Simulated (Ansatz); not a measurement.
**Run report: CH₉ClSi₂, nudged elastic band**

The run: nudged elastic band of CH₉ClSi₂. Method and program: RKS PBE/def2-SVP (Ansatz 0.2.0).

It belongs to a series of runs on one base structure; here: band between the two ends.

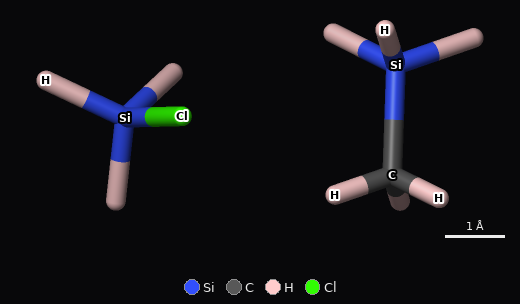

Figure 1. The starting structure (stick view, seen at a tilt).

## Input file
```yaml
crystal:
  periodic: [false, false, false]
  atoms:
    - { symbol: Si, position_ang: [-1.14207, 1.612081, 0.306901] }
    - { symbol: C, position_ang: [-0.743816, 1.1198, -1.475859] }
    - { symbol: H, position_ang: [-1.250012, 0.395123, 1.191073] }
    - { symbol: H, position_ang: [-2.459009, 2.344817, 0.370456] }
    - { symbol: H, position_ang: [-0.078277, 2.516381, 0.87281] }
    - { symbol: Si, position_ang: [1.480298, -2.326105, 0.876405] }
    - { symbol: Cl, position_ang: [2.274322, -0.42781, 0.519099] }
    - { symbol: H, position_ang: [2.345844, -3.024888, 1.883055] }
    - { symbol: H, position_ang: [0.084822, -2.174372, 1.40383] }
    - { symbol: H, position_ang: [1.469309, -3.09345, -0.41274] }
    - { symbol: H, position_ang: [-1.527639, 0.451723, -1.888401] }
    - { symbol: H, position_ang: [-0.682586, 2.016777, -2.12563] }
    - { symbol: H, position_ang: [0.229011, 0.590125, -1.520995] }
basis:
  gaussian: { orbitals: def2-SVP }
hamiltonian:
  xc: pbe
neb:
  order_check: false
  images: 5
  f_tol: 0.05
  max_iterations: 60
  final_atoms:
    - { symbol: Si, position_ang: [-0.55863882, 2.2224718, 1.81291977] }
    - { symbol: C, position_ang: [0.10283272, -0.75491202, -1.86805735] }
    - { symbol: H, position_ang: [-0.29777858, 2.94479871, 3.10199535] }
    - { symbol: H, position_ang: [-1.31366001, 0.9527941, 2.07023724] }
    - { symbol: H, position_ang: [-1.32893654, 3.10651057, 0.87649196] }
    - { symbol: Si, position_ang: [0.43650626, -1.91952132, -0.41483228] }
    - { symbol: Cl, position_ang: [1.27627222, 1.75003818, 0.93342114] }
    - { symbol: H, position_ang: [-0.39602799, -1.53633001, 0.78300989] }
    - { symbol: H, position_ang: [0.08671163, -3.34014088, -0.78068203] }
    - { symbol: H, position_ang: [1.88858588, -1.88603274, -0.01372567] }
    - { symbol: H, position_ang: [-0.96743478, -0.78130487, -2.15751579] }
    - { symbol: H, position_ang: [0.36601532, 0.28560294, -1.59051748] }
    - { symbol: H, position_ang: [0.70574968, -1.04377246, -2.75274076] }
  initial_path:
    images:
      - { positions_ang: [[-1.14207, 1.612081, 0.306901], [-0.743816, 1.1198, -1.475859], [-1.250012, 0.395123, 1.191073], [-2.459009, 2.344817, 0.370456], [-0.078277, 2.516381, 0.87281], [1.480298, -2.326105, 0.876405], [2.274322, -0.42781, 0.519099], [2.345844, -3.024888, 1.883055], [0.084822, -2.174372, 1.40383], [1.469309, -3.09345, -0.41274], [-1.527639, 0.451723, -1.888401], [-0.682586, 2.016777, -2.12563], [0.229011, 0.590125, -1.520995]] }
      - { positions_ang: [[-0.90281828, 1.51010696, 0.46190029], [-0.62243727, 0.78057732, -1.33053702], [-0.97886478, 0.51283797, 1.49865435], [-2.2643621, 2.06289286, 0.42000997], [0.0021105, 2.54716842, 0.75376924], [1.18544691, -2.03419762, 0.62801824], [2.16523506, -0.10469212, 0.6037386], [1.71365085, -2.55371391, 1.7776743], [-0.09127681, -2.24204159, 0.80906852], [1.58584577, -2.68831776, -0.45081621], [-1.48400603, 0.22525419, -1.66820587], [-0.54972633, 1.71842094, -1.8947507], [0.2413995, 0.26590634, -1.60851969]] }
      - { positions_ang: [[-0.66356656, 1.40813291, 0.61689957], [-0.50105853, 0.44135464, -1.18521505], [-0.70771756, 0.63055294, 1.8062357], [-2.0697152, 1.78096872, 0.46956394], [0.082498, 2.57795584, 0.63472849], [0.89059582, -1.74229025, 0.37963148], [2.05614811, 0.21842576, 0.68837819], [1.08145771, -2.08253981, 1.67229359], [-0.26737562, -2.30971118, 0.21430704], [1.70238253, -2.28318551, -0.48889242], [-1.44037305, -0.00121463, -1.44801075], [-0.41686665, 1.42006489, -1.66387141], [0.25378801, -0.05831232, -1.69604437]] }
      - { positions_ang: [[-0.42431484, 1.30615887, 0.77189886], [-0.3796798, 0.10213196, -1.03989307], [-0.43657034, 0.74826791, 2.11381705], [-1.87506831, 1.49904458, 0.51911791], [0.16288549, 2.60874326, 0.51568773], [0.59574473, -1.45038287, 0.13124472], [1.94706117, 0.54154364, 0.77301779], [0.44926456, -1.61136572, 1.56691289], [-0.44347443, -2.37738077, -0.38045445], [1.8189193, -1.87805327, -0.52696863], [-1.39674008, -0.22768344, -1.22781562], [-0.28400698, 1.12170883, -1.43299211], [0.26617651, -0.38253098, -1.78356906]] }
      - { positions_ang: [[-0.4690895, 1.61159651, 1.11890583], [-0.21884229, -0.18354937, -1.31594783], [-0.39030642, 1.48044484, 2.44320982], [-1.68793221, 1.31696108, 1.03615769], [-0.33438852, 2.7746657, 0.63595581], [0.54266524, -1.60676236, -0.05078095], [1.72346485, 0.94437515, 0.82648557], [0.16750038, -1.58635382, 1.30561189], [-0.26674574, -2.69830081, -0.51386364], [1.84214149, -1.88071309, -0.35588765], [-1.25363831, -0.41222391, -1.53771568], [-0.06733288, 0.84300687, -1.48550057], [0.4127009, -0.6029448, -2.10662629]] }
      - { positions_ang: [[-0.51386416, 1.91703416, 1.4659128], [-0.05800479, -0.4692307, -1.59200259], [-0.3440425, 2.21262178, 2.77260259], [-1.50079611, 1.13487759, 1.55319746], [-0.83166253, 2.94058813, 0.75622388], [0.48958575, -1.76314184, -0.23280661], [1.49986853, 1.34720667, 0.87995335], [-0.1142638, -1.56134191, 1.04431089], [-0.09001706, -3.01922084, -0.64727283], [1.86536369, -1.88337291, -0.18480666], [-1.11053655, -0.59676439, -1.84761573], [0.14934122, 0.5643049, -1.53800902], [0.55922529, -0.82335863, -2.42968352]] }
      - { positions_ang: [[-0.55863882, 2.2224718, 1.81291977], [0.10283272, -0.75491202, -1.86805735], [-0.29777858, 2.94479871, 3.10199535], [-1.31366001, 0.9527941, 2.07023724], [-1.32893654, 3.10651057, 0.87649196], [0.43650626, -1.91952132, -0.41483228], [1.27627222, 1.75003818, 0.93342114], [-0.39602799, -1.53633001, 0.78300989], [0.08671163, -3.34014088, -0.78068203], [1.88858588, -1.88603274, -0.01372567], [-0.96743478, -0.78130487, -2.15751579], [0.36601532, 0.28560294, -1.59051748], [0.70574968, -1.04377246, -2.75274076]] }
```

Machine: 2 threads of Arm Neoverse V2, 24 GiB of memory available, shared host.

Launch command:
```bash
ansatz run input.yaml --threads 2 --pin off --max-ram 3072MiB --backend cpu --events-out ev --progress --plain --runs-dir out
```

## Output
```
Engine: ansatz 0.2.0, aarch64-unknown-linux-gnu
Functional definition: PBE
  parameter kappa = 0.804
  parameter beta = 0.06672455060314922
  exchange = pbe_x(kappa = kappa, mu = beta*pi^2/3)
  correlation = pbe_c(beta = beta)
1267 factors; their error is unknown
mean field evaluation 1: about -29430.7201 eV, gradient 5.1e1 eV
mean field evaluation 2: about -29422.6521 eV, gradient 6.9e1 eV
mean field evaluation 4: about -29437.3961 eV, gradient 1.3e0 eV
mean field evaluation 8: about -29437.4036 eV, gradient 3.2e-2 eV
mean field evaluation 16: about -29437.3159 eV, gradient 2.0e-5 eV
mean field -29437.31589299 eV, -1081.8014057382 hartree, gradient 2.0e-5 eV, S^2 0.000000; 0 other end points of the search recorded, 0 dependent functions left out
the calculation of the forces begins
reference -29437.31593655 eV, -1081.8014073388 hartree; 30, 30 occupied and 83, 83 virtual orbitals, 1267 factors
1267 factors; their error is unknown
mean field evaluation 32: about -29437.3161 eV, gradient 7.1e-5 eV
mean field -29437.31610187 eV, -1081.8014134140 hartree, gradient 7.1e-5 eV, S^2 0.000000; 0 other end points of the search recorded, 0 dependent functions left out
[... from here on the field's lines of each further geometry are left out, up to the last ...]
NEB iter   1: max|band force component| = 7.420e0 eV/Å  barrier→ = 4.1852 eV  barrier← = 4.1854 eV  Δτ_max = 0.1954 Å  (182 SCF iters)
NEB iter   2: max|band force component| = 3.124e0 eV/Å  barrier→ = 2.6726 eV  barrier← = 2.6728 eV  Δτ_max = 0.1995 Å  (132 SCF iters)
NEB iter   3: max|band force component| = 9.768e-1 eV/Å  barrier→ = 2.6272 eV  barrier← = 2.6274 eV  Δτ_max = 0.1993 Å  (134 SCF iters)
NEB iter   4: max|band force component| = 3.343e-1 eV/Å  barrier→ = 2.6016 eV  barrier← = 2.6018 eV  CI = image 3  Δτ_max = 0.1239 Å  (130 SCF iters)
NEB iter   5: max|band force component| = 1.745e-1 eV/Å  barrier→ = 2.5984 eV  barrier← = 2.5986 eV  CI = image 3  Δτ_max = 0.0906 Å  (137 SCF iters)
NEB iter   6: max|band force component| = 1.695e-1 eV/Å  barrier→ = 2.5963 eV  barrier← = 2.5965 eV  CI = image 3  Δτ_max = 0.0903 Å  (136 SCF iters)
NEB iter   7: max|band force component| = 1.111e-1 eV/Å  barrier→ = 2.5963 eV  barrier← = 2.5965 eV  CI = image 3  Δτ_max = 0.0782 Å  (136 SCF iters)
NEB iter   8: max|band force component| = 9.744e-2 eV/Å  barrier→ = 2.5960 eV  barrier← = 2.5962 eV  CI = image 3  Δτ_max = 0.0665 Å  (137 SCF iters)
NEB iter   9: max|band force component| = 5.947e-2 eV/Å  barrier→ = 2.5959 eV  barrier← = 2.5961 eV  CI = image 3  Δτ_max = 0.0688 Å  (131 SCF iters)
the calculation of the forces begins
reference -29437.30984326 eV, -1081.8011834144 hartree; 30, 30 occupied and 83, 83 virtual orbitals, 1267 factors
1267 factors; their error is unknown
mean field evaluation 512: about -29434.7998 eV, gradient 1.5e0 eV
mean field -29434.72005097 eV, -1081.7060103035 hartree, gradient 2.0e-5 eV, S^2 0.000000; 1 other end points of the search recorded, 0 dependent functions left out
the calculation of the forces begins
reference -29434.72008884 eV, -1081.7060116950 hartree; 30, 30 occupied and 83, 83 virtual orbitals, 1267 factors
NEB iter  10: max|band force component| = 4.847e-2 eV/Å  barrier→ = 2.5958 eV  barrier← = 2.5961 eV  CI = image 3  Δτ_max = 0.0000 Å  (258 SCF iters)
```

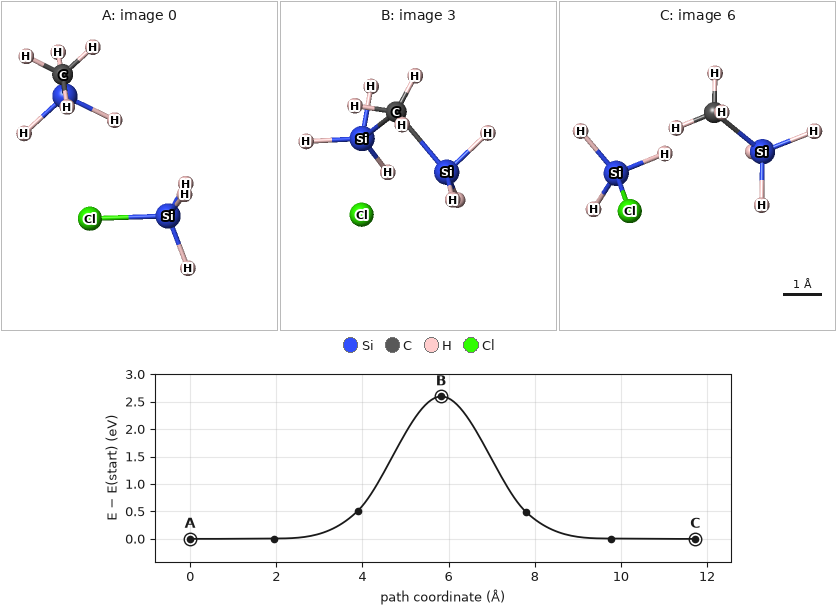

Figure 2. Images of the last band (counted from 0; ball-and-stick, seen at a tilt) above the energy along the path; the line is a cubic interpolation that uses the forces. The highest image is number 3, 2.596 eV above the start and 2.596 eV above the end (the climbing image); start and end have the same energy. The path is 11.73 Å long. The band converged in 10 iterations.

```
Total energy: -29434.72008884 eV, -1081.7060116950 hartree
Atom 0 at    -0.442010     1.262787     0.748883 Å, force    -0.007675     0.006409     0.004680 eV/Å
Atom 1 at    -0.374971     0.093881    -0.995933 Å, force     0.000201     0.003376    -0.010659 eV/Å
Atom 2 at    -0.365504     0.690612     2.128869 Å, force     0.001041     0.001061    -0.004576 eV/Å
Atom 3 at    -1.937900     1.380390     0.494589 Å, force     0.003851    -0.000798     0.001147 eV/Å
Atom 4 at     0.051497     2.662592     0.542286 Å, force    -0.002009    -0.005589     0.001120 eV/Å
Atom 5 at     0.552142    -1.426098     0.123749 Å, force     0.000668     0.001176    -0.001297 eV/Å
Atom 6 at     2.009043     0.606211     0.581303 Å, force     0.003327    -0.002514     0.000434 eV/Å
Atom 7 at     0.453357    -1.529205     1.612589 Å, force     0.001305     0.000155    -0.001289 eV/Å
Atom 8 at    -0.564814    -2.333160    -0.371362 Å, force     0.000763     0.000872     0.001637 eV/Å
Atom 9 at     1.771341    -1.991379    -0.538875 Å, force    -0.001990     0.000608     0.000699 eV/Å
Atom 10 at    -1.386496    -0.205152    -1.321578 Å, force    -0.000683    -0.000846     0.001175 eV/Å
Atom 11 at    -0.161513     1.145527    -1.327562 Å, force     0.001593    -0.003084     0.001782 eV/Å
Atom 12 at     0.396025    -0.356806    -1.676954 Å, force    -0.000393    -0.000825     0.005148 eV/Å
Dipole moment:    -0.383210    -0.049470    -0.400724 e Å
this run last wrote the band of iteration 10 to [file]
```

## The last band as extended XYZ (Å, eV, eV/Å)
```
13
Properties=species:S:1:pos:R:3:forces:R:3 image=0 energy=-29437.31589
Si   -1.1421    1.6121    0.3069    0.0018  -0.0042   0.0062
C    -0.7438    1.1198   -1.4759   -0.0132   0.0099  -0.0153
H    -1.2500    0.3951    1.1911   -0.0002   0.0176  -0.0126
H    -2.4590    2.3448    0.3705    0.0147  -0.0095   0.0031
H    -0.0783    2.5164    0.8728   -0.0166  -0.0136  -0.0109
Si    1.4803   -2.3261    0.8764    0.0052   0.0128   0.0015
Cl    2.2743   -0.4278    0.5191   -0.0057  -0.0165   0.0019
H     2.3458   -3.0249    1.8831   -0.0052   0.0055  -0.0067
H     0.0848   -2.1744    1.4038    0.0052  -0.0026   0.0007
H     1.4693   -3.0934   -0.4127    0.0010  -0.0015   0.0031
H    -1.5276    0.4517   -1.8884    0.0158   0.0120   0.0149
H    -0.6826    2.0168   -2.1256    0.0058  -0.0163   0.0097
H     0.2290    0.5901   -1.5210   -0.0086   0.0063   0.0047
13
Properties=species:S:1:pos:R:3:forces:R:3 image=1 energy=-29437.30983
Si   -1.0338    1.6611    0.4121   -0.0076  -0.0006   0.0049
C    -0.7718    0.8974   -1.2984   -0.0007  -0.0057  -0.0104
H    -0.9119    0.6204    1.4944   -0.0037   0.0026  -0.0034
H    -2.4100    2.2686    0.5128    0.0054  -0.0008  -0.0005
H    -0.0239    2.7448    0.6784   -0.0009   0.0004   0.0021
Si    1.3986   -2.1952    0.6292    0.0350   0.0056   0.0336
Cl    2.3816   -0.3548    0.6805   -0.0055  -0.0058  -0.0124
H     1.4612   -2.8170    1.9913    0.0055  -0.0023   0.0169
H    -0.0251   -1.9686    0.2276   -0.0472   0.0055  -0.0130
H     2.0834   -3.0766   -0.3698    0.0207  -0.0221  -0.0218
H    -1.4964    0.0785   -1.4828    0.0026   0.0072   0.0009
H    -0.9049    1.6581   -2.0938    0.0062   0.0028   0.0012
H     0.2533    0.4834   -1.3815   -0.0099   0.0133   0.0019
13
Properties=species:S:1:pos:R:3:forces:R:3 image=2 energy=-29436.80887
Si   -0.7512    1.3466    0.5503   -0.1332   0.0367  -0.0874
C    -0.6034    0.5676   -1.1835   -0.1048   0.1979  -0.0702
H    -0.4573    0.4978    1.7653   -0.0512  -0.0800  -0.1678
H    -2.2022    1.7165    0.6563   -0.1258   0.1478   0.0652
H     0.0750    2.6003    0.6356   -0.0011  -0.0280   0.0345
Si    1.0596   -1.7229    0.4580    0.2245  -0.1361   0.1428
Cl    2.1540    0.0825    0.4609    0.0613  -0.2317  -0.0521
H     0.7829   -2.0246    1.8911    0.1496  -0.2124   0.1276
H    -0.2580   -1.8002   -0.2629    0.1598   0.2380   0.0612
H     1.9805   -2.6470   -0.2639    0.0955  -0.2839   0.1413
H    -1.4870   -0.0590   -1.4129   -0.0431   0.0598  -0.0469
H    -0.6010    1.4440   -1.8554   -0.2011   0.1383  -0.2540
H     0.3082   -0.0015   -1.4389   -0.0304   0.1536   0.1058
13
Properties=species:S:1:pos:R:3:forces:R:3 image=3 energy=-29434.72005
Si   -0.4420    1.2628    0.7489   -0.0077   0.0064   0.0047
C    -0.3750    0.0939   -0.9959    0.0002   0.0034  -0.0107
H    -0.3655    0.6906    2.1289    0.0010   0.0011  -0.0046
H    -1.9379    1.3804    0.4946    0.0039  -0.0008   0.0011
H     0.0515    2.6626    0.5423   -0.0020  -0.0056   0.0011
Si    0.5521   -1.4261    0.1237    0.0007   0.0012  -0.0013
Cl    2.0090    0.6062    0.5813    0.0033  -0.0025   0.0004
H     0.4534   -1.5292    1.6126    0.0013   0.0002  -0.0013
H    -0.5648   -2.3332   -0.3714    0.0008   0.0009   0.0016
H     1.7713   -1.9914   -0.5389   -0.0020   0.0006   0.0007
H    -1.3865   -0.2052   -1.3216   -0.0007  -0.0008   0.0012
H    -0.1615    1.1455   -1.3276    0.0016  -0.0031   0.0018
H     0.3960   -0.3568   -1.6770   -0.0004  -0.0008   0.0051
13
Properties=species:S:1:pos:R:3:forces:R:3 image=4 energy=-29436.82324
Si   -0.2997    1.6628    1.2110    0.1106   0.1818   0.2094
C    -0.2304   -0.3382   -1.3909    0.0507  -0.1630  -0.1331
H    -0.5020    1.1491    2.5949   -0.0176   0.1839   0.2223
H    -1.4150    1.1064    0.3716    0.2646  -0.0768  -0.0147
H    -0.3390    3.1414    1.0272   -0.0997   0.2040   0.2439
Si    0.4150   -1.5816   -0.0972   -0.0918  -0.0709  -0.1221
Cl    1.7017    1.2049    0.7224   -0.1104   0.2048   0.0423
H     0.2334   -1.2729    1.3704   -0.1125   0.0811  -0.1268
H    -0.3913   -2.8216   -0.3528    0.0128  -0.2028  -0.0129
H     1.8660   -1.8904   -0.3413   -0.0065   0.0052   0.0396
H    -1.3275   -0.4265   -1.5111    0.0019  -0.0488  -0.0736
H     0.0278    0.7302   -1.2793    0.0894  -0.1651   0.0407
H     0.2611   -0.6633   -2.3248   -0.0914  -0.1333  -0.3152
13
Properties=species:S:1:pos:R:3:forces:R:3 image=5 energy=-29437.30980
Si   -0.4584    2.1393    1.5479    0.0389   0.0084   0.0399
C    -0.0991   -0.6523   -1.6299    0.0014   0.0029  -0.0044
H    -0.6513    2.1392    3.0343    0.0034   0.0009   0.0127
H    -1.3580    1.1290    0.9082   -0.0343  -0.0339  -0.0212
H    -0.7347    3.5030    0.9934   -0.0059   0.0375  -0.0103
Si    0.4876   -1.9093   -0.3438   -0.0085  -0.0062   0.0026
Cl    1.5224    1.6356    1.1246   -0.0098   0.0033  -0.0109
H    -0.0117   -1.5504    1.0314   -0.0006  -0.0024  -0.0040
H    -0.0320   -3.2850   -0.6757    0.0024   0.0039   0.0003
H     1.9905   -1.9747   -0.3023    0.0030  -0.0025   0.0014
H    -1.2053   -0.5770   -1.6363    0.0039  -0.0021  -0.0012
H     0.3196    0.3494   -1.4052    0.0002  -0.0129  -0.0057
H     0.2306   -0.9466   -2.6466    0.0059   0.0031   0.0008
13
Properties=species:S:1:pos:R:3:forces:R:3 image=6 energy=-29437.31610
Si   -0.5586    2.2225    1.8129    0.0196   0.0031  -0.0028
C     0.1028   -0.7549   -1.8681   -0.0034  -0.0100   0.0090
H    -0.2978    2.9448    3.1020   -0.0022  -0.0077  -0.0113
H    -1.3137    0.9528    2.0702    0.0026   0.0027  -0.0002
H    -1.3289    3.1065    0.8765    0.0035  -0.0050   0.0048
Si    0.4365   -1.9195   -0.4148    0.0074   0.0071   0.0099
Cl    1.2763    1.7500    0.9334   -0.0228   0.0064   0.0097
H    -0.3960   -1.5363    0.7830    0.0124  -0.0058  -0.0182
H     0.0867   -3.3401   -0.7807    0.0030   0.0117   0.0030
H     1.8886   -1.8860   -0.0137   -0.0264  -0.0011  -0.0069
H    -0.9674   -0.7813   -2.1575    0.0109   0.0014   0.0002
H     0.3660    0.2856   -1.5905   -0.0012  -0.0078  -0.0058
H     0.7057   -1.0438   -2.7527   -0.0034   0.0050   0.0087
```

## Results in brief

- outcome: converged
- barrier, forward: 2.596 eV
- barrier, backward: 2.596 eV
- wall time: 97 s (CPU time 3.2 min)
- peak memory: 0.15 GiB

## Remarks

The order of the saddle point was not checked.
